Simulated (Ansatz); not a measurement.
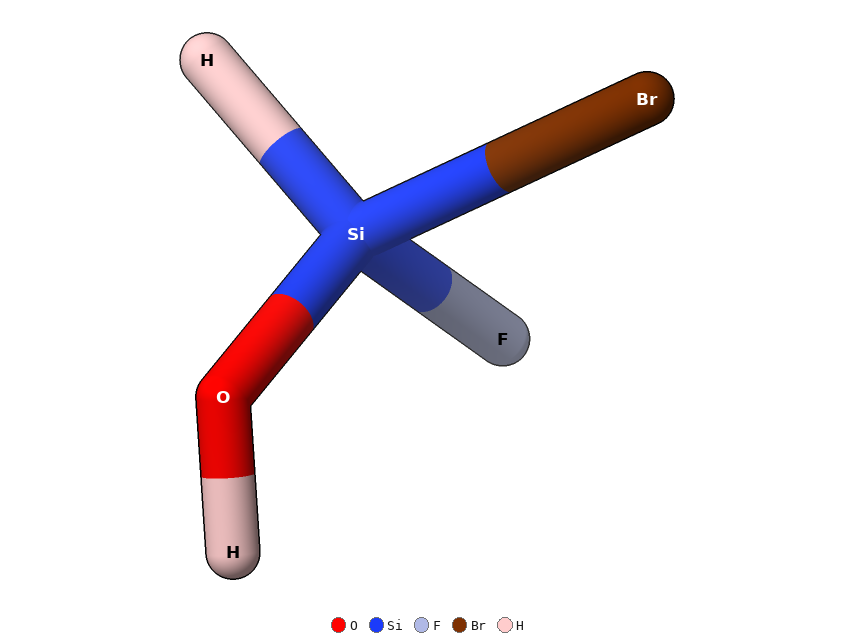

The structure as it stands in the input.

The calculation was set up as follows.

```yaml
crystal:
  periodic: [false, false, false]
  atoms:
    - {symbol: O, position_ang: [0.710328, 1.060870, -0.339843]}
    - {symbol: Si, position_ang: [0.093820, -0.338710, 0.188069]}
    - {symbol: F, position_ang: [-1.311319, -0.803023, -0.383559]}
    - {symbol: Br, position_ang: [-0.745108, -0.126397, 2.216678]}
    - {symbol: H, position_ang: [0.230164, 1.577987, -0.988915]}
    - {symbol: H, position_ang: [1.160016, -1.344432, 0.161212]}
basis:
  gaussian: {orbitals: def2-TZVPP}
correlation: {method: ccsd_t}
```

What the program printed:

```
Functional definition: HF
  name "HF"
  cite "Fock, Z. Phys. 61, 126 (1930) doi:10.1007/BF01340294"
  parent pbe
  exchange = exact_x
  correlation = 0
1136 factors; integrals over basis functions are off by at most 9.1e-4 eV
mean field evaluation 1: about -82639.6623 eV, gradient 4.2e1 eV
mean field evaluation 2: about -82639.8746 eV, gradient 4.2e1 eV
mean field evaluation 4: about -82642.9618 eV, gradient 2.4e0 eV
mean field evaluation 8: about -82643.0034 eV, gradient 2.5e-1 eV
mean field evaluation 16: about -82639.6627 eV, gradient 4.2e1 eV
mean field -82643.00365947 eV, -3037.0743670457 hartree, gradient 5.4e-6 eV, S^2 0.000000; 0 other end points of the search recorded, 0 dependent functions left out
16 core orbitals not correlated: weight in the atoms' cores, before any rotation towards them, 1.000 or more for the frozen orbitals, at most 0.000 for the correlated occupied ones
reference -82643.00365947 eV, -3037.0743670457 hartree; 18, 18 occupied and 146, 146 virtual orbitals, 1136 factors
second order -23.98375759 eV of doubles, -0.00000000 eV of singles
cycle   1  -23.79208325 eV  change    1.9e-1 eV  update   9.4e-2
cycle   2  -24.28028950 eV  change   -4.9e-1 eV  update   2.6e-2
cycle   3  -24.38074105 eV  change   -1.0e-1 eV  update   1.3e-2
cycle   4  -24.36412013 eV  change    1.7e-2 eV  update   2.8e-3
cycle   5  -24.36322132 eV  change    9.0e-4 eV  update   1.2e-3
cycle   6  -24.36393754 eV  change   -7.2e-4 eV  update   3.5e-4
cycle   7  -24.36366557 eV  change    2.7e-4 eV  update   1.2e-4
cycle   8  -24.36362178 eV  change    4.4e-5 eV  update   3.5e-5
perturbative correction -0.79456519 eV, -0.0291997320 hartree
Total energy: -82668.16184643 eV, -3037.9989133638 hartree
```
